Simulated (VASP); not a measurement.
Band structure of Al₂In₂N₄ (ordered alloy cell). All values below come from PBEsol GGA, VASP's PBE PAW potentials (set 64) (plane waves; VASP 6.6.1).

Unless said otherwise, spin-orbit coupling is left out, though it shifts the bands of the heavy elements here.

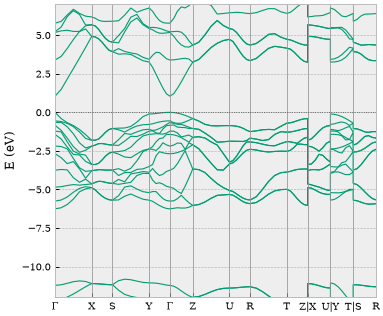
Figure. Bands along high-symmetry lines, zero at the valence-band maximum or, without a gap, the Fermi level

### Question
Read the plot: is there a gap, and where are the band edges?

### Answer
The gap is direct, 1.05 eV, from the valence maximum at Γ to the conduction minimum at Γ. (Edges off the drawn lines would not show.)

The structure was generated: Al2In2N4 was put into an ordered model structure (Pmn2_1), which need not be its known phase. It was relaxed first.
